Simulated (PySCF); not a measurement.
# Si2NH7: geometry relaxation

Si2NH7, SMILES [SiH3]N[SiH3], computed with PBE0-D3(BJ)/def2-SVPD geometry optimisation, gas phase (PySCF 2.14.0).

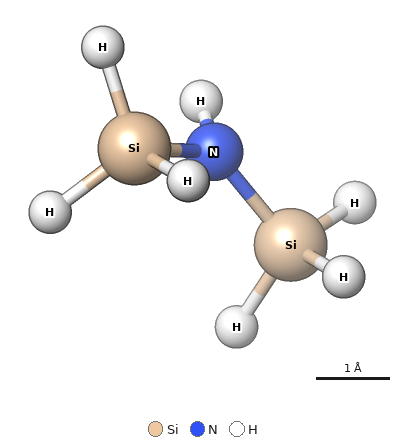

Figure 1. The structure as given in the input (ball-and-stick view, seen at a tilt).

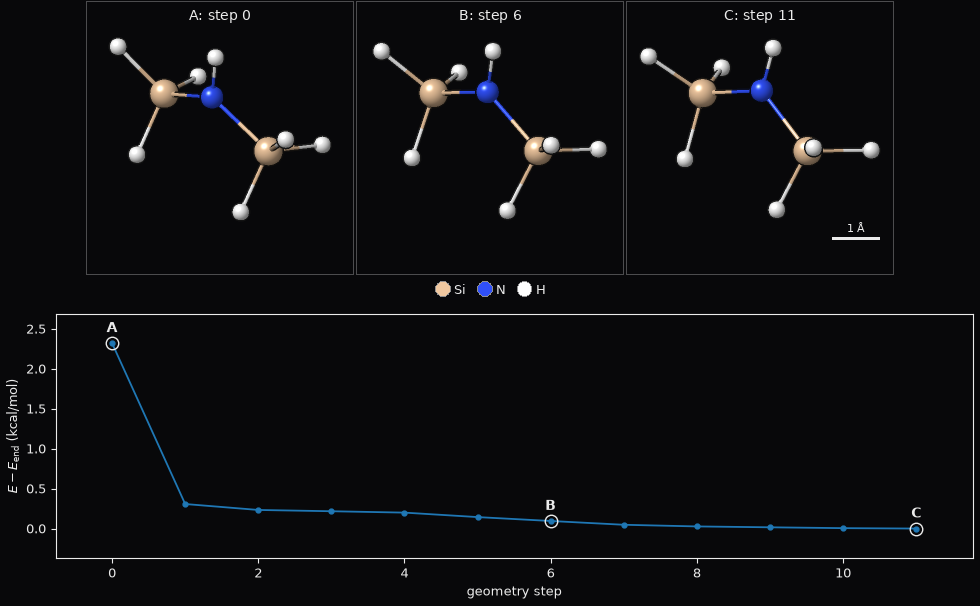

Figure 2. Frames of the relaxation (ball-and-stick view, seen at a tilt) above the curves, on which the letters mark them (steps are counted from 0).

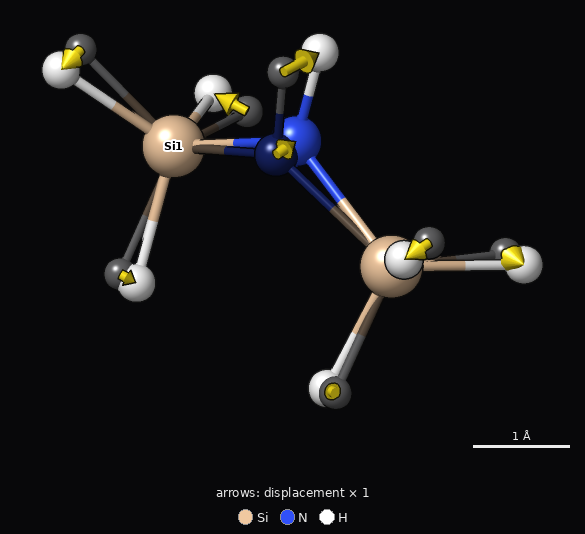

Figure 3. Start (faint) and end (solid) with the displacements as yellow arrows, at true length (ball-and-stick view, seen at a tilt). The two geometries are laid on each other by the best rigid fit. After 11 geometry steps the energy has fallen by 2.32 kcal/mol. Largest force component: 0.64 eV/Å at the start, 0.021 eV/Å at the end. The atom that moves furthest after the best rigid fit is H7 (0.56 Å). By element the largest moves are H 0.56 Å, N 0.31 Å, Si 0.05 Å. Among the contacts that change: Si1–H4 1.463 → 1.495 Å, Si1–H5 1.469 → 1.497 Å, N2–Si3 1.732 → 1.745 Å, Si1–N2 1.732 → 1.745 Å. Among the angles that change: N2–Si1–H4 105.6° → 110.4°, H4–Si1–H5 110.2° → 107.5°, H4–Si1–H6 112.4° → 110.0°. (Atoms are counted from 1 in the order of the input.)

The input that produced these results follows, with the program's output.

Input
```
{"job": {"xc": "PBE0", "basis": "def2-SVPD", "d3": "d3bj", "grid": 2, "kind": "geom"}, "charge": 0, "multiplicity": 1}
Si    -0.150514    -1.559231    -0.052608
N      0.391686    -0.001756     0.475988
Si     0.023463     1.556089    -0.184816
H      0.661233    -2.528940     0.683829
H     -1.575735    -1.770487     0.233746
H      0.075968    -1.625752    -1.493839
H      0.753973     0.017851     1.415266
H      0.943154     2.489856     0.466338
H     -1.366711     1.947938     0.082629
H      0.243484     1.474433    -1.626533
```

The first line tells a small driver script what to run in PySCF; the rest is the geometry in Å.

Command:
```bash
OMP_NUM_THREADS=1 python <driver script> task.json out
```

Output
```
step   0  E = -637.44099759  max force = 0.012359
step   1  E = -637.44420652  max force = 0.002555
step   2  E = -637.44432511  max force = 0.001080
step   3  E = -637.44435069  max force = 0.000460
step   4  E = -637.44437816  max force = 0.001075
step   5  E = -637.44446731  max force = 0.002468
step   6  E = -637.44454514  max force = 0.002359
step   7  E = -637.44462065  max force = 0.001029
step   8  E = -637.44465375  max force = 0.000939
step   9  E = -637.44467110  max force = 0.001007
step  10  E = -637.44468795  max force = 0.000769
step  11  E = -637.44469613  max force = 0.000405
optimisation converged
```

Trajectory as extended XYZ (Å, eV, eV/Å), 12 frames, from step=0 to step=11
```
10
Properties=species:S:1:pos:R:3:forces:R:3 step=0 energy=-17345.65305
Si   -0.1505   -1.5592   -0.0526    0.1546   0.3836   0.2164
N     0.3917   -0.0018    0.4760    0.0492   0.0006   0.0979
Si    0.0235    1.5561   -0.1848    0.1067  -0.3762   0.2491
H     0.6612   -2.5289    0.6838    0.2215  -0.5296   0.1869
H    -1.5757   -1.7705    0.2338   -0.5213  -0.2156   0.0379
H     0.0760   -1.6258   -1.4938    0.0232  -0.1673  -0.6297
H     0.7540    0.0179    1.4153    0.1435   0.0058   0.3211
H     0.9432    2.4899    0.4663    0.2835   0.5118   0.1415
H    -1.3667    1.9479    0.0826   -0.4964   0.2790   0.0143
H     0.2435    1.4744   -1.6265    0.0355   0.1078  -0.6355
10
Properties=species:S:1:pos:R:3:forces:R:3 step=1 energy=-17345.74037
Si   -0.1479   -1.5728   -0.0425   -0.0869  -0.1254  -0.0261
N     0.3589    0.0001    0.5210    0.0354   0.0005   0.0298
Si    0.0254    1.5669   -0.1735   -0.0698   0.1314  -0.0407
H     0.6578   -2.6195    0.6569    0.0111   0.0600  -0.0069
H    -1.5970   -1.8589    0.2221    0.0477   0.0282  -0.0015
H     0.0602   -1.6684   -1.5193    0.0168   0.0604   0.0333
H     0.7356    0.0186    1.4634   -0.0131  -0.0005  -0.0286
H     0.9489    2.5723    0.4352    0.0038  -0.0611  -0.0018
H    -1.3802    2.0354    0.0638    0.0443  -0.0350   0.0030
H     0.2302    1.5132   -1.6530    0.0106  -0.0583   0.0394
10
Properties=species:S:1:pos:R:3:forces:R:3 step=2 energy=-17345.74360
Si   -0.1514   -1.5653   -0.0430   -0.0030  -0.0555  -0.0037
N     0.3598    0.0006    0.5340   -0.0026   0.0002   0.0215
Si    0.0214    1.5599   -0.1736    0.0033   0.0555  -0.0095
H     0.6618   -2.6103    0.6455    0.0067   0.0029  -0.0019
H    -1.5982   -1.8505    0.2183    0.0043   0.0021   0.0028
H     0.0629   -1.6283   -1.5188   -0.0009   0.0190  -0.0023
H     0.7371    0.0191    1.4754   -0.0157   0.0005  -0.0081
H     0.9520    2.5619    0.4243    0.0063  -0.0037  -0.0017
H    -1.3821    2.0265    0.0612    0.0041  -0.0024   0.0035
H     0.2286    1.4734   -1.6493   -0.0026  -0.0187  -0.0005
10
Properties=species:S:1:pos:R:3:forces:R:3 step=3 energy=-17345.74429
Si   -0.1524   -1.5677   -0.0424    0.0236   0.0142  -0.0166
N     0.3512    0.0012    0.5363   -0.0174   0.0020   0.0203
Si    0.0209    1.5624   -0.1732    0.0214  -0.0179  -0.0150
H     0.6707   -2.6077    0.6414    0.0022  -0.0059  -0.0019
H    -1.5968   -1.8613    0.2190   -0.0040  -0.0076   0.0069
H     0.0626   -1.6160   -1.5185   -0.0079  -0.0035  -0.0072
H     0.7268    0.0197    1.4778   -0.0107   0.0013   0.0171
H     0.9608    2.5579    0.4205    0.0030   0.0052  -0.0024
H    -1.3793    2.0370    0.0611   -0.0030   0.0085   0.0062
H     0.2272    1.4614   -1.6479   -0.0073   0.0036  -0.0075
10
Properties=species:S:1:pos:R:3:forces:R:3 step=4 energy=-17345.74504
Si   -0.1523   -1.5676   -0.0426    0.0404   0.0502  -0.0111
N     0.3416    0.0020    0.5450   -0.0275   0.0025   0.0038
Si    0.0213    1.5623   -0.1734    0.0339  -0.0553  -0.0056
H     0.6814   -2.6050    0.6321   -0.0012  -0.0118  -0.0046
H    -1.5936   -1.8739    0.2194   -0.0060  -0.0111   0.0082
H     0.0607   -1.5986   -1.5196   -0.0104  -0.0129  -0.0035
H     0.7119    0.0209    1.4886   -0.0159   0.0015   0.0165
H     0.9713    2.5531    0.4117    0.0003   0.0111  -0.0055
H    -1.3744    2.0493    0.0606   -0.0046   0.0124   0.0066
H     0.2239    1.4445   -1.6475   -0.0090   0.0133  -0.0048
10
Properties=species:S:1:pos:R:3:forces:R:3 step=5 energy=-17345.74747
Si   -0.1490   -1.5683   -0.0437    0.0544   0.1213   0.0028
N     0.2961    0.0058    0.5748   -0.0327   0.0022  -0.0435
Si    0.0255    1.5626   -0.1746    0.0406  -0.1269   0.0156
H     0.7283   -2.5920    0.5960   -0.0054  -0.0216  -0.0107
H    -1.5752   -1.9337    0.2241   -0.0068  -0.0151   0.0119
H     0.0501   -1.5428   -1.5229   -0.0093  -0.0320   0.0039
H     0.6386    0.0265    1.5288   -0.0260   0.0021   0.0229
H     1.0171    2.5314    0.3777   -0.0029   0.0206  -0.0124
H    -1.3485    2.1068    0.0600   -0.0052   0.0167   0.0090
H     0.2089    1.3905   -1.6460   -0.0067   0.0327   0.0005
10
Properties=species:S:1:pos:R:3:forces:R:3 step=6 energy=-17345.74958
Si   -0.1436   -1.5689   -0.0449    0.0358   0.1185   0.0116
N     0.2462    0.0097    0.5983   -0.0116  -0.0022  -0.0586
Si    0.0314    1.5626   -0.1762    0.0231  -0.1213   0.0242
H     0.7775   -2.5742    0.5626   -0.0039  -0.0208  -0.0137
H    -1.5506   -1.9974    0.2320   -0.0038  -0.0097   0.0126
H     0.0370   -1.5019   -1.5250   -0.0024  -0.0332   0.0070
H     0.5534    0.0328    1.5643   -0.0322   0.0027   0.0193
H     1.0644    2.5051    0.3463   -0.0017   0.0202  -0.0156
H    -1.3164    2.1678    0.0617   -0.0031   0.0119   0.0098
H     0.1926    1.3514   -1.6449   -0.0002   0.0337   0.0033
10
Properties=species:S:1:pos:R:3:forces:R:3 step=7 energy=-17345.75164
Si   -0.1363   -1.5708   -0.0462    0.0000   0.0529   0.0090
N     0.1916    0.0134    0.6128    0.0255  -0.0065  -0.0359
Si    0.0393    1.5635   -0.1781   -0.0052  -0.0519   0.0154
H     0.8291   -2.5524    0.5327    0.0009  -0.0091  -0.0121
H    -1.5194   -2.0636    0.2456    0.0000   0.0016   0.0092
H     0.0227   -1.4799   -1.5268    0.0047  -0.0159   0.0049
H     0.4525    0.0398    1.5928   -0.0328   0.0031   0.0112
H     1.1133    2.4750    0.3181    0.0015   0.0090  -0.0130
H    -1.2776    2.2311    0.0685   -0.0002   0.0006   0.0082
H     0.1767    1.3309   -1.6453    0.0056   0.0162   0.0030
10
Properties=species:S:1:pos:R:3:forces:R:3 step=8 energy=-17345.75254
Si   -0.1310   -1.5715   -0.0471   -0.0182  -0.0089   0.0046
N     0.1608    0.0152    0.6186    0.0483  -0.0045  -0.0121
Si    0.0449    1.5633   -0.1790   -0.0168   0.0109   0.0044
H     0.8592   -2.5396    0.5138    0.0028   0.0007  -0.0067
H    -1.4992   -2.0980    0.2569    0.0014   0.0049   0.0037
H     0.0153   -1.4725   -1.5280    0.0044   0.0011   0.0013
H     0.3846    0.0441    1.6079   -0.0294   0.0025   0.0054
H     1.1417    2.4573    0.3006    0.0025  -0.0013  -0.0063
H    -1.2532    2.2641    0.0763    0.0010  -0.0043   0.0043
H     0.1687    1.3244   -1.6459    0.0041  -0.0012   0.0014
10
Properties=species:S:1:pos:R:3:forces:R:3 step=9 energy=-17345.75301
Si   -0.1268   -1.5717   -0.0479   -0.0201  -0.0348   0.0006
N     0.1401    0.0163    0.6231    0.0518  -0.0029   0.0005
Si    0.0494    1.5629   -0.1792   -0.0162   0.0369  -0.0030
H     0.8817   -2.5303    0.4976    0.0025   0.0048  -0.0014
H    -1.4838   -2.1208    0.2655    0.0015   0.0045   0.0002
H     0.0100   -1.4640   -1.5287    0.0012   0.0083  -0.0012
H     0.3301    0.0474    1.6195   -0.0243   0.0016   0.0032
H     1.1632    2.4440    0.2863    0.0020  -0.0054  -0.0004
H    -1.2349    2.2860    0.0834    0.0011  -0.0048   0.0015
H     0.1628    1.3172   -1.6454    0.0005  -0.0082   0.0000
10
Properties=species:S:1:pos:R:3:forces:R:3 step=10 energy=-17345.75347
Si   -0.1215   -1.5723   -0.0490   -0.0124  -0.0361  -0.0036
N     0.1197    0.0173    0.6278    0.0395  -0.0008   0.0079
Si    0.0551    1.5627   -0.1789   -0.0087   0.0373  -0.0077
H     0.9071   -2.5199    0.4782    0.0009   0.0058   0.0035
H    -1.4663   -2.1446    0.2751    0.0009   0.0021  -0.0021
H     0.0039   -1.4523   -1.5296   -0.0029   0.0094  -0.0024
H     0.2645    0.0510    1.6319   -0.0149   0.0003   0.0014
H     1.1875    2.4288    0.2703    0.0005  -0.0061   0.0046
H    -1.2141    2.3085    0.0928    0.0006  -0.0030  -0.0008
H     0.1560    1.3078   -1.6443   -0.0033  -0.0090  -0.0009
10
Properties=species:S:1:pos:R:3:forces:R:3 step=11 energy=-17345.75369
Si   -0.1182   -1.5727   -0.0502   -0.0037  -0.0156  -0.0029
N     0.1129    0.0174    0.6303    0.0208  -0.0002   0.0032
Si    0.0587    1.5628   -0.1784   -0.0022   0.0162  -0.0047
H     0.9196   -2.5158    0.4670   -0.0006   0.0032   0.0040
H    -1.4575   -2.1541    0.2795    0.0000  -0.0011  -0.0025
H     0.0005   -1.4441   -1.5306   -0.0037   0.0051  -0.0011
H     0.2279    0.0524    1.6382   -0.0060  -0.0004   0.0007
H     1.1997    2.4218    0.2625   -0.0008  -0.0032   0.0049
H    -1.2040    2.3173    0.0990    0.0001   0.0004  -0.0017
H     0.1522    1.3019   -1.6431   -0.0038  -0.0044  -0.0001
```

Summary

```json
{"quantity": "outcome", "value": "converged"}
{"quantity": "total energy", "value": "−637.444696 hartree"}
{"quantity": "dipole moment", "value": "0.84 D"}
{"quantity": "point group", "value": "Cs"}
{"quantity": "hardware", "value": "1 CPU thread, shared host"}
{"quantity": "wall time", "value": "1.8 min"}
{"quantity": "peak memory", "value": "0.56 GiB"}
```
